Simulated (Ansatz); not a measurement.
# SiO2 (P6_322): how G0W0 depends on its starting point

One-shot GW is not self-consistent; how far does the start matter for SiO2 (P6_322)?

Main program and level: Ansatz 0.2.0; G0W0 on several functionals, plane waves, PAW.

In doubt: masses and optical values from hybrid runs of this build are listed as unsure (step 3), which bears on the screening that GW takes from such a start.

### 1. Set-up

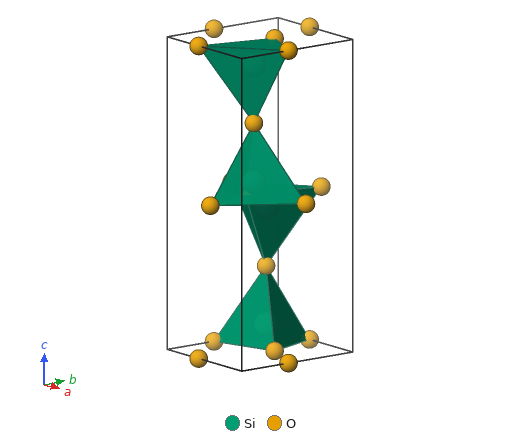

The starting structure, seen slightly off an axis (silicon teal, oxygen orange). Bonds to atoms that aren't drawn are left out. Some periodic images of atoms are drawn too.

The cell and positions are those that the Materials Project relaxed with its own functionals (PBE, PBE+U or r2SCAN), kept fixed.

### 2. G0W0 on LDA

G0W0 replaces the xc potential by the self-energy, built once from these orbitals. Only a window of levels is corrected, while the sums run over the empty bands that the input names. This step takes PAW set soft_1 files.

This step: G0W0 on LDA, plane waves, PAW; PAW set soft_1.

File input.yaml:

```yaml
crystal:
  lattice:
    - [5.0690738885, 0.0, 0.0]
    - [-2.5345369442, 4.3899467611, 0.0]
    - [0.0, 0.0, 8.55848854]
  atoms:
    - { symbol: Si, position: [0.66666667, 0.33333333, 0.9371258] }
    - { symbol: Si, position: [0.66666667, 0.33333333, 0.5628742] }
    - { symbol: Si, position: [0.33333333, 0.66666667, 0.0628742] }
    - { symbol: Si, position: [0.33333333, 0.66666667, 0.4371258] }
    - { symbol: O, position: [0.0, 0.42125874, 0.0] }
    - { symbol: O, position: [0.42125874, 0.42125874, 0.5] }
    - { symbol: O, position: [0.57874126, 0.0, 0.5] }
    - { symbol: O, position: [0.57874126, 0.57874126, 0.0] }
    - { symbol: O, position: [0.0, 0.57874126, 0.5] }
    - { symbol: O, position: [0.66666667, 0.33333333, 0.75] }
    - { symbol: O, position: [0.33333333, 0.66666667, 0.25] }
    - { symbol: O, position: [0.42125874, 0.0, 0.0] }
kpoints:
  mp_grid: { grid: [6, 6, 2] }
hamiltonian:
  xc: lda
  pseudopotentials: { kind: paw, azcp: { folder: soft_1 }, xc_functional: pbe }
scf:
  occupations: { method: fixed }
gw:
  n_empty_bands: 432
  ecut_chi: 100
  qp_bands: [v4, c4]
  qp_kpoints: band_edges
  screening: { model: contour_deformation }
```

Command:

```console
> ansatz run input.yaml --threads 2 --pin off --max-ram 92160MiB --backend cuda --events-out ev --progress --plain --runs-dir out --devices 1 --max-vram 13GiB
```

Numbers of over 12 decimals in the logs are rounded to 6 here.

Output:

```text
GPUs: using 1 of 1 available (devices: 1).
Engine: ansatz 0.2.0, x86_64-unknown-linux-gnu
Pseudopotentials: kind: paw
Pseudopotential: Si, paw, valence charge 4, recommended cutoff 420 eV (normal), soft_1/Si.paw.azcp
Pseudopotential: O, paw, valence charge 6, recommended cutoff 420 eV (normal), soft_1/O.paw.azcp
Functional definition: SPW92
  exchange = slater_x
  correlation = pw_c
device memory: the entry about to start is reckoned to put 2.0 GiB on a device that reports 56.2 GiB free (of which the cap on the GPU budget leaves the run 13.0 GiB)
GPU FFT provider: cuFFT
GPU libraries: cuBLAS 13.8.2, cuFFT 12.4.0, cuSOLVER 12.3.4
Crystal: 12 atoms, lattice volume = 190.452 Å³
Basis set: ecut = 420 eV, 3755 PW (Γ)
Bands: 44, of which v1, the nominal top of the filled ones, is band 32 counted from 1 (31 counted from 0)
Symmetry: 12 space group operations
Space group: P6322 (ITA 182), of the structure as read, at distance tolerance 5.8e-5 Å
k-points: 14 of 72
Non-local potential: Si, projectors of the file, l = 0: 2, l = 1: 2, l = 2: 1
Non-local potential: O, projectors of the file, l = 0: 2, l = 1: 2, l = 2: 1
PAW form: soft (Blöchl's): semilocal exchange-correlation on the pseudo side does not see the compensation charge
PAW frozen core: Si, regenerated for the run's functional, and the local potential with it (the file was generated under x = pbe(κ = 0.804, μ = 0.219515), c = pbe(β = 0.066725))
PAW frozen core: O, regenerated for the run's functional, and the local potential with it (the file was generated under x = pbe(κ = 0.804, μ = 0.219515), c = pbe(β = 0.066725))
PAW one-centre angular grid: Si, 110 points (default); XC on 64 Gauss nodes
PAW one-centre angular grid: O, 110 points (default); XC on 64 Gauss nodes
Initial density: superposition of atomic densities (chi_scale 0.1, normalization cell, long waves kept (reshape's long-wave potential 0.01 eV rms))
Initial wavefunctions: pseudopotential atomic-orbital guess
GPU buffer pool allocated for 77760 grid points (all kernels)
GPU transforms: local potential and band sums: pruned to the plane-wave sphere, on 36×36×60
Functional: x = slater, c = lda
SCF iter   1: F=—  HF=-6897.588210 eV  |F-HF|=—  |Δ(HF+E_count)|=         —  Δρ=1.15e-1  dr2=2.28e1  ethr=3.10e-3  ⟨swp⟩=4.9  Hψ=2472  notcnv=0  defer=121
preconditioner: auto → Resta (q_TF=auto, 2.275 Å⁻¹)  ε∞=2.5  [insulator: Δε(μ)=7.275 eV  Ē_g=17.842 eV  n_scr=36 (ndim 8)  ℏωp=21.5 eV  f_vac=0.184  ε∞_Penn≈2.5]
SCF iter   2: F=—  HF=-6891.077030 eV  |F-HF|=—  |Δ(HF+E_count)|=    6.51e0  Δρ=4.00e-2  dr2=1.23e0  ethr=3.10e-3  ⟨swp⟩=3.9  Hψ=1673  notcnv=0  defer=126
SCF iter   3: F=—  HF=-6890.795155 eV  |F-HF|=—  |Δ(HF+E_count)|=   2.82e-1  Δρ=1.80e-2  dr2=3.79e-1  ethr=1.91e-3  ⟨swp⟩=2.8  Hψ=830  notcnv=0  defer=136
SCF iter   4: F=—  HF=-6890.707145 eV  |F-HF|=—  |Δ(HF+E_count)|=   8.80e-2  Δρ=1.42e-3  dr2=4.35e-3  ethr=5.93e-4  ⟨swp⟩=3.1  Hψ=1031  notcnv=0  defer=140
SCF iter   5: F=—  HF=-6890.711148 eV  |F-HF|=—  |Δ(HF+E_count)|=   4.00e-3  Δρ=3.77e-4  dr2=2.69e-4  ethr=6.80e-6  ⟨swp⟩=2.9  Hψ=1010  notcnv=0  defer=140
SCF iter   6: F=—  HF=-6890.711330 eV  |F-HF|=—  |Δ(HF+E_count)|=   1.82e-4  Δρ=1.52e-4  dr2=3.58e-5  ethr=4.21e-7  ⟨swp⟩=2.0  Hψ=955  notcnv=0  defer=140
SCF iter   7: F=—  HF=-6890.711345 eV  |F-HF|=—  |Δ(HF+E_count)|=   1.56e-5  Δρ=1.19e-4  dr2=1.87e-5  ethr=5.59e-8  ⟨swp⟩=2.0  Hψ=997  notcnv=0  defer=138
SCF iter   8: F=—  HF=-6890.711344 eV  |F-HF|=—  |Δ(HF+E_count)|=   8.83e-7  Δρ=3.92e-5  dr2=2.14e-6  ethr=2.92e-8  ⟨swp⟩=2.0  Hψ=845  notcnv=0  defer=139
SCF iter   9: F=-6890.711345 eV  HF=-6890.711345 eV  |F-HF|=2.07e-8  |Δ(HF+E_count)|=   2.27e-7  Δρ=7.71e-6  dr2=7.75e-8  ethr=1.56e-10  ⟨swp⟩=13.6  Hψ=3825  notcnv=0
SCF 1 converged in 9 iterations: F = -6890.711345 eV  dr2 = 7.75e-8
  greatest PAW one-centre occupation: 0.854 electrons in one spin orbital (limit 2), on the O atom at site 11 (counted from 0), in its partial waves of l = 0
device memory: the entry about to start is reckoned to put 2.5 GiB (of the 2.5 GiB reckoned in all, the device holds 0.1 GiB already) on a device that reports 56.2 GiB free (of which the cap on the GPU budget leaves the run 13.0 GiB)
NSCF: frozen V_eff on 14 k-points
the band table was solved once the SCF had ended and its energy, with any forces and stress, was formed, with the checks that follow a solve (2882 applications of the Hamiltonian). They found nothing against the state; the energy, forces and stress were not computed again (output.eigenvalues in the input reference)
device memory: the entry about to start is reckoned to put 4.7 GiB on a device that reports 54.9 GiB free (of which the cap on the GPU budget leaves the run 13.0 GiB)
NSCF: frozen V_eff on 14 k-points
G₀W₀ screening: q 1/14
[... further progress lines ...]
SCF converged after 9 iterations
Free energy (F): -6890.711345 eV
Harris-Foulkes:  -6890.711345 eV  (|F-HF|=2.07e-8)
Internal energy: -6890.711345 eV  (E = F + TS)
E sigma→0 (E₀):  -6890.711345 eV
Fermi energy:    0.248345 eV
--- Per-component energies (eV) ---
  E_band       = -426.595248
  E_kinetic    = 1547.051635
  E_local      = -4951.797787  (includes V_loc(G=0)·N_el)
  E_nonlocal   = 529.131622
  E_hartree    = 1873.212486
  E_xc         = -789.203336
  E_vxc        = -919.349732  (∫ρ·V_xc dr)
  E_paw        = -3165.682092  (= ΣΔE_a)
  E_vpaw       = -378.060421  (= ΣTr[D̂ρ^β])
  E_aug_tail   = 0.006858  (compensation charges beyond the density's cutoff)
  E_ewald      = -1934.543426
  E_core_change = 1.112695  (= ΣΔE_core)
  E_smearing   = -0.000000  (= −TS)
  E_closure    = 0.000000  (closes the sum)
  Σ components = -6890.711345   (vs F -6890.711345, Δ=0.00e0)
--- Band table (eV; the first three rows and the last of 14) ---
  k-point 0: bands = [... 28 lower, -0.4299, -0.3819, 0.2314, 0.2314, 5.6608, 7.9413, 8.3151, 8.9010, ... 8 higher]
  k-point 1: bands = [... 28 lower, -0.3616, -0.3616, 0.0666, 0.0666, 6.4454, 6.4454, 9.2834, 9.2834, ... 8 higher]
  k-point 2: bands = [... 28 lower, -0.4262, -0.3228, 0.0914, 0.2220, 6.0164, 8.2992, 8.4367, 8.9804, ... 8 higher]
  k-point 13: bands = [... 28 lower, -0.4403, -0.4403, -0.2932, -0.2932, 8.7051, 8.7051, 8.8904, 8.8904, ... 8 higher]
--- G₀W₀: contour deformation, 5 samples at zero and on the imaginary axis and 2 off it, 72 q-points, 432 empty bands' worth ---
  eigenvalues of the whole cell's RPA ε∞ on this k-mesh (on a slab, of 1 + 4πα/V) = 2.1030, 2.1030, 2.1161; static W/v taken at q = 0 is 0.473931
  bands read: the sum over 464 bands ends inside a degenerate multiplet in 2 slots, whose members it reads at an even weight; the widest, k=0: bands 464 to 465 (counted from 1) at 1/2 each
  gw.qp_kpoints: band_edges: 14 of 14 stored k-points solved, in 1 pass; an edge of the gap read off the rows below is read off those points alone
    ik  band        ε_KS         Σx   Σc(E_QP)       V_xc       Z   E_QP_lin       E_QP  E_QP is
     0    29     -0.4299   -26.2481     4.1906   -20.3700  0.8068    -2.1429    -2.1174  root
     0    30     -0.3819   -26.3217     4.1962   -20.4469  0.8069    -2.0856    -2.0605  root
     0    31      0.2314   -26.8413     4.1658   -21.0998  0.8081    -1.3650    -1.3441  root
     0    32      0.2314   -26.8413     4.1658   -21.0998  0.8081    -1.3650    -1.3441  root
     0    33      5.6608    -5.6090    -2.9507    -9.9533  0.8810     7.0645     7.0544  root
     0    34      7.9413    -7.9877    -3.6010   -13.5140  0.8614     9.8903     9.8665  root
     0    35      8.3151    -4.6300    -2.6719    -8.7073  0.8785     9.7323     9.7205  root
     0    36      8.9010    -6.1533    -3.8120   -11.9806  0.8644    10.9429    10.9162  root
     1    29     -0.3616   -26.2948     4.1883   -20.4497  0.8066    -2.0429    -2.0184  root
     1    30     -0.3616   -26.2948     4.1883   -20.4497  0.8066    -2.0429    -2.0184  root
     1    31      0.0666   -26.6086     4.1475   -20.8646  0.8080    -1.5516    -1.5298  root
     1    32      0.0666   -26.6086     4.1475   -20.8646  0.8080    -1.5516    -1.5298  root
     1    33      6.4454    -5.9769    -2.9635   -10.4218  0.8769     7.9388     7.9268  root
     1    34      6.4454    -5.9769    -2.9635   -10.4218  0.8769     7.9388     7.9268  root
     1    35      9.2834    -6.3610    -3.9427   -12.4383  0.8596    11.4493    11.4180  root
     1    36      9.2834    -6.3610    -3.9427   -12.4383  0.8596    11.4493    11.4180  root
     2    29     -0.4262   -26.3047     4.1892   -20.4438  0.8070    -2.1228    -2.0979  root
     2    30     -0.3228   -26.3613     4.1933   -20.5083  0.8073    -2.0067    -1.9824  root
     2    31      0.0914   -26.6526     4.1571   -20.8974  0.8080    -1.5286    -1.5068  root
     2    32      0.2220   -26.8319     4.1659   -21.0887  0.8081    -1.3761    -1.3552  root
     2    33      6.0164    -5.7851    -2.9395   -10.1536  0.8791     7.4561     7.4453  root
     2    34      8.2992    -8.2283    -3.6103   -13.8150  0.8587    10.3014    10.2755  root
     2    35      8.4367    -4.5849    -2.6968    -8.6964  0.8783     9.8635     9.8515  root
     2    36      8.9804    -6.5410    -3.7785   -12.3641  0.8632    11.0526    11.0250  root
[...]
13    29     -0.4403   -26.2715     4.1757   -20.4337  0.8069    -2.1271    -2.1024  root
    13    30     -0.4403   -26.2715     4.1757   -20.4337  0.8069    -2.1271    -2.1024  root
    13    31     -0.2932   -26.3011     4.1962   -20.4434  0.8066    -1.9794    -1.9547  root
    13    32     -0.2932   -26.3011     4.1962   -20.4434  0.8066    -1.9794    -1.9547  root
    13    33      8.7051    -8.7305    -3.8112   -14.6969  0.8540    10.8923    10.8603  root
    13    34      8.7051    -8.7305    -3.8112   -14.6969  0.8540    10.8923    10.8603  root
    13    35      8.8904    -4.1503    -2.7515    -8.2987  0.8794    10.2991    10.2872  root
    13    36      8.8904    -4.1503    -2.7515    -8.2987  0.8794    10.2991    10.2872  root
```

Elapsed: 60 s, on 1 × NVIDIA H100 80GB HBM3 (shared by 6 runs) with 2 threads of AMD EPYC 7R13 (Zen 3), shared host; peak memory 2 GiB.

Reading the cycles: dr2 is the Hartree energy of the density residual (eV), the measure of convergence; HF is the Harris–Foulkes estimate of the energy, which meets the free energy F at convergence.

Numbers from this step:

```yaml
bands_summed: 464
rpa_eps_infinity_on_this_mesh_eigenvalues: 2.103, 2.103, 2.116
plane_waves_in_the_screening_matrix: 403
q_points_in_the_mesh: 72
g0w0_gap_on_the_mesh: 8.377 eV
k_of_the_valence_top: 0, -0.5, 0
k_of_the_conduction_bottom: 0, 0, 0
starting_gap_on_the_mesh: 5.412 eV
z_at_the_valence_top: 0.8081
z_at_the_conduction_bottom: 0.8810
least_direct_g0w0_gap_on_the_computed_points: 8.399 eV
```

The gap on the mesh goes from 5.41 eV to 8.38 eV, a correction of +2.96 eV. Between the two edge states, bare exchange in place of the xc potential would open the gap by 10.08 eV, and correlation takes back 7.12 eV.

### 3. G0W0 on HSE06

The same correction from a different start measures what one shot leaves open.

This step: G0W0 on HSE06, plane waves, PAW; PAW set soft_1.

input.yaml: that of step 2 with these lines changed.

```diff
@@ -21,4 +21,4 @@
 hamiltonian:
-  xc: lda
-  pseudopotentials: { kind: paw, azcp: { folder: soft_1 }, xc_functional: pbe }
+  xc: hse06
+  pseudopotentials: { kind: paw, azcp: { folder: soft_1 } }
 scf:
```

Output:

```text
GPUs: using 1 of 1 available (devices: 1).
[...]
davidson cushion auto → on  (no smearing: the cushion is to keep the highest requested band from converging to the state above it; pin scf.eigensolver.cushion to override)
[...]
GPU FFT provider: cuFFT
GPU libraries: cuBLAS 13.8.2, cuFFT 12.4.0, cuSOLVER 12.3.4
Crystal: 12 atoms, lattice volume = 190.452 Å³
Basis set: ecut = 420 eV, 3755 PW (Γ)
Bands: 44, of which v1, the nominal top of the filled ones, is band 32 counted from 1 (31 counted from 0)
Symmetry: 12 space group operations
[...]
k-points: 14 of 72
[...]
GPU buffer pool allocated for 77760 grid points (all kernels)
[...]
SCF iter   1: F=—  HF=-7103.647997 eV  |F-HF|=—  |Δ(HF+E_count)|=         —  Δρ=1.24e-1  dr2=2.63e1  ethr=1.00e-1  ⟨swp⟩=5.2  Hψ=2311  notcnv=0
[...]
SCF iter   5: F=-7096.342219 eV  HF=-7096.343400 eV  |F-HF|=1.18e-3  |Δ(HF+E_count)|=   7.15e-4  Δρ=9.99e-4  dr2=1.97e-3  ethr=1.12e-5  ⟨swp⟩=4.0  Hψ=1921  notcnv=0
SCF 1 stopped early in 5 iterations: F = -7096.342219 eV  dr2 = 1.97e-3
[...]
GPU FFT provider: cuFFT
GPU libraries: cuBLAS 13.8.2, cuFFT 12.4.0, cuSOLVER 12.3.4
[...]
GPU buffer pool allocated for 77760 grid points (all kernels)
[...]
Frozen-core exchange: fock
[...]
Internal energy: -7097.773913 eV  (E = F + TS)
E sigma→0 (E₀):  -7097.773913 eV
Fermi energy:    -0.744691 eV
[...]
--- Band table (eV; the first three rows and the last of 14) ---
  k-point 0: bands = [... 28 lower, -1.4545, -1.4042, -0.7618, -0.7618, 6.6023, 9.0803, 9.2563, 10.1073, ... 4 higher]
  k-point 1: bands = [... 28 lower, -1.3766, -1.3766, -0.9267, -0.9267, 7.4083, 7.4083, 10.5409, 10.5409, ... 4 higher]
  k-point 2: bands = [... 28 lower, -1.4450, -1.3364, -0.9044, -0.7715, 6.9638, 9.3820, 9.4537, 10.1893, ... 4 higher]
  k-point 13: bands = [... 28 lower, -1.4531, -1.4531, -1.3106, -1.3106, 9.8296, 9.8296, 9.9187, 9.9187, ... 4 higher]
  guard bands above this table: 4 of the run's 44 bands. The solve was not asked for them (output.publish_guard_bands: true or output.eigenvalues: true publishes all)
[...]
0    29     -1.4545   -26.4286     3.6837   -21.7314  0.8386    -2.4742    -2.4681  root
     0    30     -1.4042   -26.4800     3.6862   -21.7875  0.8388    -2.4165    -2.4105  root
     0    31     -0.7618   -26.9181     3.6700   -22.3285  0.8397    -1.6862    -1.6814  root
     0    32     -0.7618   -26.9181     3.6700   -22.3285  0.8397    -1.6862    -1.6814  root
     0    33      6.6023    -4.9821    -2.6159    -8.4390  0.9044     7.4457     7.4432  root
     0    34      9.0803    -7.2833    -3.1603   -11.7337  0.8881    10.3772    10.3703  root
     0    35      9.2563    -3.9488    -2.3260    -7.0563  0.9043    10.0402    10.0379  root
     0    36     10.1073    -5.6965    -3.3271   -10.3175  0.8899    11.4083    11.4012  root
[...]
13    33      9.8296    -3.5064    -2.3755    -6.6447  0.9052    10.5946    10.5924  root
    13    34      9.8296    -3.5064    -2.3755    -6.6447  0.9052    10.5946    10.5924  root
    13    35      9.9187    -7.9593    -3.3173   -12.7491  0.8822    11.4008    11.3912  root
    13    36      9.9187    -7.9593    -3.3173   -12.7491  0.8822    11.4008    11.3912  root
[key lines of the parts left out:]
Free energy (F): -7097.773913 eV
```

Elapsed: 90 s, on 1 × NVIDIA H100 80GB HBM3 (shared by 6 runs) with 2 threads; peak memory 2.6 GiB; 1.9 min of CPU time.

This step gave:

| Item | Value |
| --- | --- |
| bands summed | 464 |
| RPA ε∞ on this mesh (eigenvalues) | 1.875, 1.875, 1.883 |
| plane waves in the screening matrix | 403 |
| q-points in the mesh | 72 |
| G0W0 gap on the mesh | 9.102 eV |
| k of the valence top | 0, -0.5, 0 |
| k of the conduction bottom | 0, 0, 0 |
| starting gap on the mesh | 7.347 eV |
| Z at the valence top | 0.8397 |
| Z at the conduction bottom | 0.9044 |
| least direct G0W0 gap on the computed points | 9.125 eV |

Against the run with 6×6×2 mesh, 432 empty bands, screening to 100 eV, PAW set soft_1 files on LDA, the gap moves by +0.73 eV, while the start moved by +1.93 eV.

(Continued in part 2 of 2.)

[Paths, hosts, dates, memory and timing lines, banners, echoed tables and standing remarks are left out of the program output.]

[Logs are printed without paths, hosts, clocks, repeated set-up lines and the standing remarks that a program may print on its own settings, such as how far it seeks lower states.]

[Runs of the session that timed out or met a known fault of the program may be left out.]

[Cells called generated may have been cut or substituted from an entry of the Crystallography Open Database or the Materials Project.]

[Hosts, paths, dates, database ids (printed as entryN), source tags and the programs' standing remarks are cut or masked in the printed files.]
